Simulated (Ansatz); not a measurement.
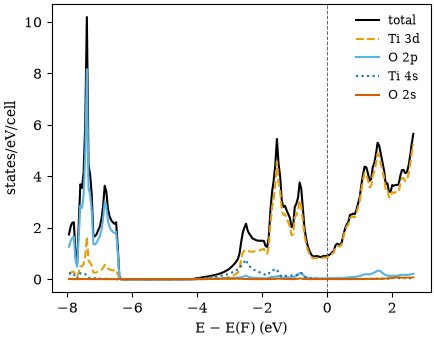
Figure: Total and projected density of states of Ti$_{2}$O (anti-CdI2 type, P-3m1), plane-wave PAW r²SCAN (Ansatz code)

Q: Which orbitals carry the states next to the Fermi level?

A: Within 0.5 eV of the Fermi level: Ti 3d 94 %. Projections are on Löwdin-orthogonalised atomic valence shells; empty p or d shells of many metals are not among them.

Q: Where is the tallest occupied peak in this window, and what makes it?

A: Near -7.4 eV, about 10 states/eV per cell; the largest projected share is O 2p.

The first step of the workflow began from a Materials Project structure, measured or hypothetical; the Crystallography Open Database files this formula in space group No. 164, but the cells were not matched. Its standing as an ambient phase is unchecked. Symmetry was held in the r²SCAN relaxation; its stability against distortions is not shown here. The run is not spin-polarised. Without spin polarisation and U, an open-shell compound can come out a false metal.

Potentials: the earlier of the program's two PAW sets.
